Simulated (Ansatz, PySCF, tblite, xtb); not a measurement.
Potential energy curve for H5BS, SMILES [BH3-][SH2+]. The B1–S5 bond (B1 also carries H, H, H; S5 carries H, H) is varied alone, starting from the PBE0/def2-TZVP optimised geometry.

```
7

B      0.0000     0.0000     0.0000
H      1.0106    -0.6240    -0.2160
H      0.0000     1.1496    -0.3520
H     -1.0106    -0.6240    -0.2160
S      0.0000     0.0000     1.9757
H      0.9718     0.8748     2.2954
H     -0.9723     0.8743     2.2953
```

GFN2-xTB, 300 K electronic temperature (tblite); RKS-PBE = restricted PBE/def2-TZVP run with Ansatz (a quantum-chemistry and plane-wave program); GFN1-xTB (xtb); RMP2/6-31G* = restricted MP2 (frozen core)/6-31G*, spherical d in PySCF; UMP2/6-31G* = unrestricted MP2 (frozen core)/6-31G*, spherical d (PySCF 2.14.0).

Energies are in kcal/mol, each relative to the lowest point of its own curve near equilibrium.

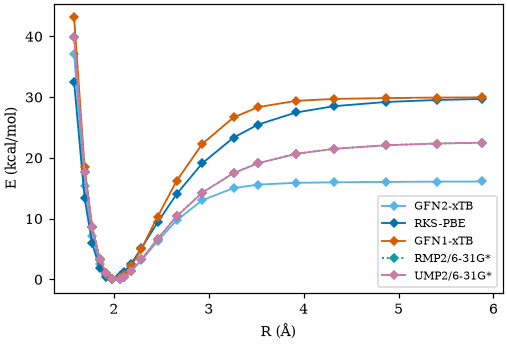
Figure: Energy against bond length for each method.

```tsv
R / Å	GFN2-xTB	RKS-PBE	GFN1-xTB	RMP2/6-31G*	UMP2/6-31G*
1.58	37.1	32.5	43.2	39.9	39.9
1.69	15.4	13.5	18.4	17.7	17.7
1.77	7.1	5.9	8.7	8.6	8.6
1.85	2.6	1.9	3.2	3.4	3.4
1.92	0.7	0.3	0.8	1.0	1.0
1.98	0.0	0.0	0.0	0.1	0.1
2.06	0.1	0.5	0.2	0.0	0.0
2.11	0.5	1.2	0.8	0.4	0.4
2.18	1.4	2.6	2.1	1.3	1.3
2.29	3.2	5.1	5.1	3.3	3.3
2.46	6.3	9.4	10.3	6.7	6.7
2.66	9.7	14.0	16.2	10.4	10.4
2.93	13.0	19.1	22.3	14.3	14.3
3.26	15.0	23.3	26.7	17.5	17.5
3.52	15.6	25.5	28.4	19.1	19.1
3.92	15.9	27.5	29.4	20.7	20.7
4.32	16.0	28.5	29.7	21.5	21.5
4.87	16.1	29.2	29.9	22.1	22.1
5.40	16.1	29.5	29.9	22.4	22.4
5.88	16.1	29.7	30.0	22.5	22.5
```
